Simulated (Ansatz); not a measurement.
C3H5FSTe (SMILES FCC1(S)C[Te]1)

The calculation's input:

```
crystal:
  periodic: [false, false, false]
  atoms:
    - { symbol: F, position_ang: [0.2674, -1.701, 1.6739] }
    - { symbol: C, position_ang: [-0.0406, -1.2451, 0.3672] }
    - { symbol: C, position_ang: [0.1361, 0.2682, 0.2468] }
    - { symbol: S, position_ang: [-0.7424, 1.3254, 1.3742] }
    - { symbol: C, position_ang: [0.3671, 0.807, -1.118] }
    - { symbol: Te, position_ang: [2.2228, 0.9307, 0.0381] }
    - { symbol: H, position_ang: [0.6708, -1.7839, -0.3169] }
    - { symbol: H, position_ang: [-1.0473, -1.4767, 0.0997] }
    - { symbol: H, position_ang: [-2.0252, 0.9507, 0.8151] }
    - { symbol: H, position_ang: [-0.1059, 1.803, -1.2609] }
    - { symbol: H, position_ang: [0.3627, 0.0646, -1.8986] }
basis:
  gaussian: { orbitals: def2-SVP }
hamiltonian:
  xc: pbe0
  dispersion: d4
relax:
  f_tol: 0.015
  max_steps: 40
output:
  orbitals: {}
```

Launched as:

```sh
ansatz run input.yaml --threads 2 --pin off --max-ram 3072MiB --backend cpu --events-out ev --progress --plain --runs-dir out
```

The fields are those of the run's last geometry, not of the input's.

Core potentials replace the inner electrons of Te.

These are results of RKS PBE0-D4/def2-SVP (Ansatz), not measurements.

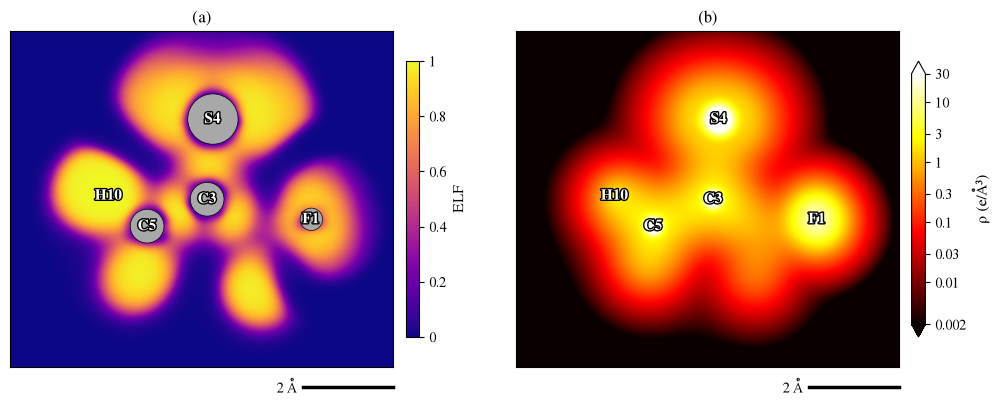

Figure 1. (a) ELF; (b) electron density on the plane of atoms S4, C3 and C5. Grey discs cover the atomic cores in the ELF map.

Read the bonding off the picture.

Answer.
- The plane passes through F, C, S and H nuclei.
- C–C (1.47 Å): ρ is about 1.8 e/Å³ halfway; the ELF peaks at about 0.95 between the atoms (localised, covalent bonding).
- C–S (1.80 Å): ρ at the midpoint is about 1.3 e/Å³; the ELF peaks at about 0.95 between the atoms (a shared electron pair).
- C–H (1.09 Å): the density is about 2 e/Å³ at the midpoint; the ELF climbs to about 1 towards the hydrogen, as it does in any bond to H (an ordinary covalent bond to hydrogen).
- The ELF also peaks beside F1 and S4, away from the bonds: lone-pair regions.

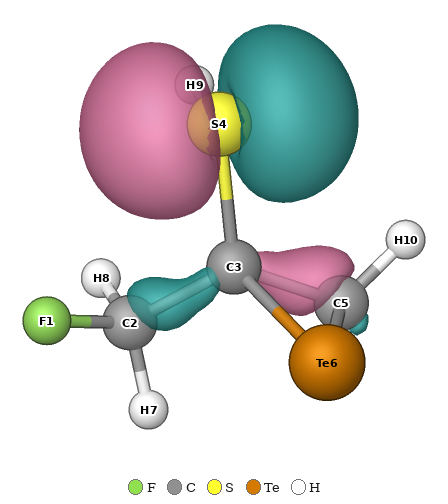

Figure 2. The HOMO−1 at ±0.15 Å⁻³ᐟ² (teal and pink are the two phases), seen across its widest extent.

Describe this orbital and give its energy.

Answer. Its weight (Hirshfeld) is mainly on S4 (about 80 %); largely a lone pair of S4. Its energy is −7.16 eV.

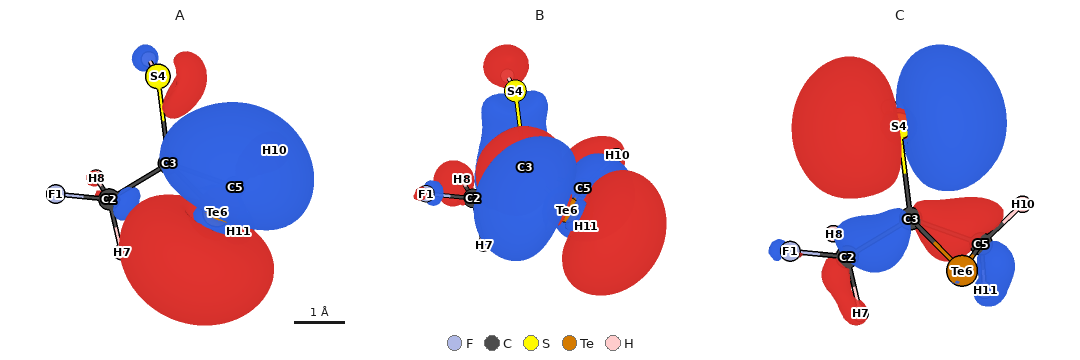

Figure 3. Three frontier orbitals at ±0.08 Å⁻³ᐟ² (blue and red are the two phases), in no order.

Order the three orbitals by energy and name them.

Answer. C is the HOMO−1 (−7.16 eV). It lies mainly on S4 (about 80 %); largely a lone pair of S4. A is the HOMO (−6.03 eV). By Hirshfeld shares it lies mainly on Te6 (about 90 %). B is the LUMO (−1.38 eV). Its weight (Hirshfeld) is mainly on Te6 (about 50 %), C3 (about 20 %) and C5 (about 15 %).

What is the HOMO–LUMO gap?

Answer. 4.65 eV between the orbital energies.
